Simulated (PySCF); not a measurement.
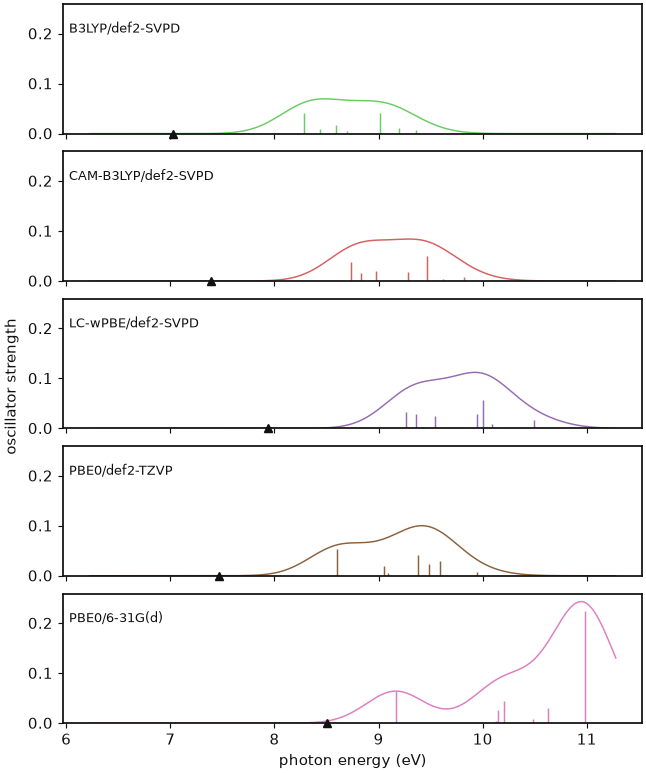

Vertical TDDFT spectra of C₂H₄BFO₂, SMILES FB1OCCO1 at one geometry and several levels (PySCF 2.14.0, at a PBE0-D3(BJ)/def2-SVP geometry (no frequency check)); sticks with Gaussians of 1/e half-width 0.40 eV, the triangle marks S1, which has the same leading orbital pair at all these levels. Only the lowest states were computed, so the high end is incomplete.

> How far does S1 move with the level of theory?

From lowest to highest: B3LYP/def2-SVPD 7.02 eV, CAM-B3LYP/def2-SVPD 7.39 eV, PBE0/def2-TZVP 7.47 eV, LC-wPBE/def2-SVPD 7.94 eV, PBE0/6-31G(d) 8.50 eV; a spread of 1.48 eV.

Limits of at least one run: 6-31G(d) has no diffuse functions, so states with Rydberg character are missing or too high; core orbitals are frozen in the response; def2-TZVP has no diffuse functions, so states with Rydberg character are missing or too high; one conformer of a flexible molecule; states above the negative HOMO energy depend on the basis.
